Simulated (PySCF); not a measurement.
**C2H7Al2Cl2F (SMILES [CH3][Al-]1([CH3])[Cl+][AlH-]([F])[Cl+]1): density, localisation and related maps**

Input file:

```
{"job": {"kind": "uv", "xc": "wB97X-D", "basis": "def2-SVPD", "nstates": 8, "ntriplets": 3}, "charge": 0, "multiplicity": 1}
C     -2.073729     1.065169    -0.202626
Al    -0.537522    -0.181813    -0.055611
C     -0.183119    -2.133813     0.031833
Cl     1.029147     0.590415    -1.500597
Al     2.334087     1.072605     0.167299
F      2.865147     2.634579     0.181535
Cl     0.753096     0.670015     1.599152
H     -1.935643     1.874034    -0.929917
H     -2.315491     1.551885     0.749610
H     -2.980134     0.533532    -0.505349
H      0.885536    -2.367480     0.133422
H     -0.531748    -2.672276    -0.854882
H     -0.682009    -2.609587     0.882097
H      3.371704    -0.027737     0.281867
```

Command:

```sh
OMP_NUM_THREADS=1 python probes_run.py task.json out
```

Geometry: GFN2-xTB.

All numbers below come from wB97X-D/def2-SVPD, SCF density, gas phase in PySCF.

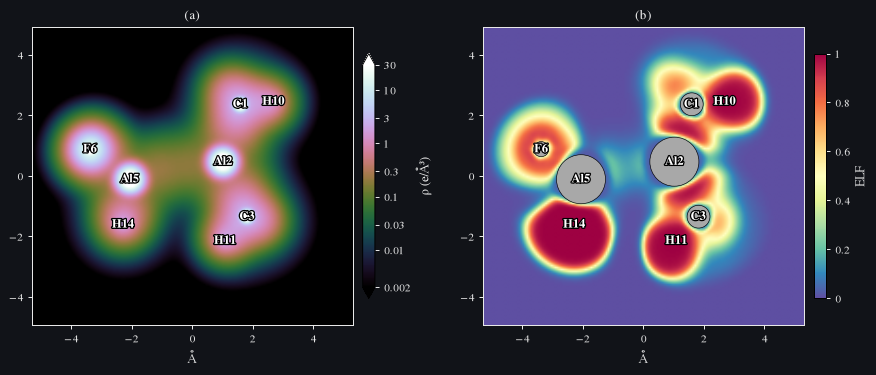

Figure 1. (a) total electron density; (b) ELF on the plane of atoms F6, Al5 and H14. Grey discs cover the atomic cores in the ELF map.

### What do the fields say about this system?

- The section cuts through C, Al, F and H sites.
- Al–F (1.65 Å): the density is about 0.82 e/Å³ at the midpoint; the ELF peaks at about 0.85 in the valence shell of F, 0.6 Å from its nucleus, and is about 0.25 at the midpoint.
- C–Al (1.98 Å): ρ at the midpoint is about 0.71 e/Å³; the ELF peaks at about 0.95 between the atoms (a shared but strongly polarised pair).
- C–H (1.09 Å): ρ is about 1.9 e/Å³ halfway; the ELF climbs to about 1 towards the hydrogen, as it does in any bond to H: an ordinary covalent bond to hydrogen.
- Al–H (1.52 Å): ρ at the midpoint is about 0.62 e/Å³; the ELF climbs to about 1 towards the hydrogen.
- The ELF also peaks beside F6, away from the bonds: lone-pair regions.

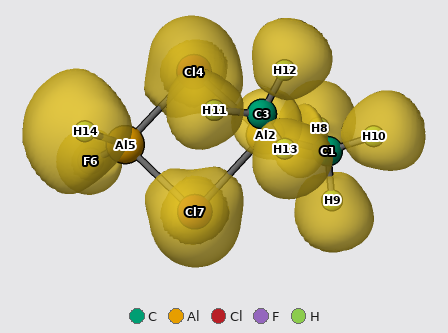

Figure 2. Isosurface of the ELF at 0.8 (yellow), seen from one side. Core shells and regions of very low density are left out.

### Where are the electrons localised?

The surface consists of two regions between bonded Al–C atoms (shared pairs), seven regions around hydrogen nuclei, two regions on Cl in which the atom's valence shell and bonds are merged and one region wrapped around F (its valence shell).

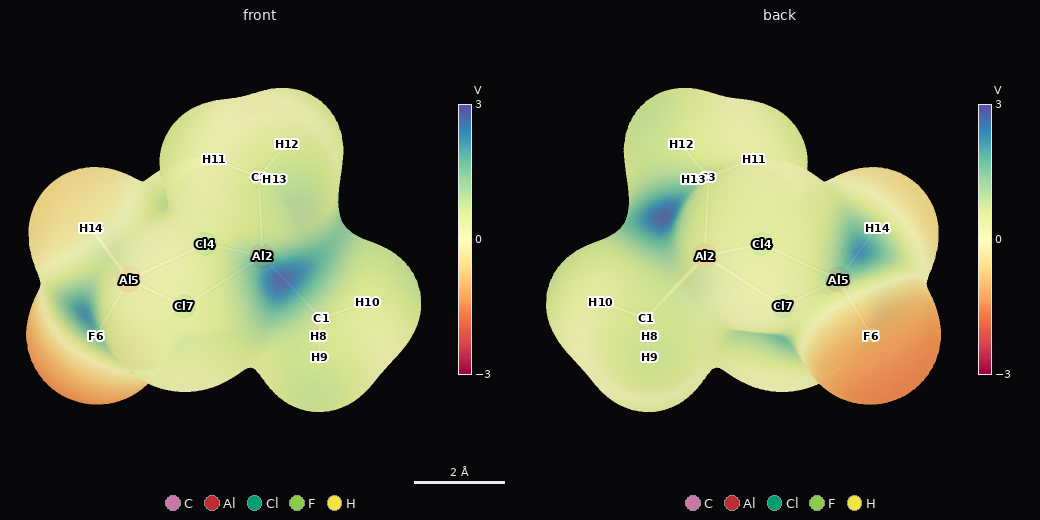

Figure 3. The molecular electrostatic potential painted on the density surface at 0.002 e/bohr³, seen from the front and from behind; red is negative and blue positive.

### Which sites attract a positive test charge, and which a negative one?

A positive charge is drawn to the negative regions and a negative charge to the positive ones. The most negative region (about −1.5 V) lies over F6, the most positive (about +2.6 V) over Al2.
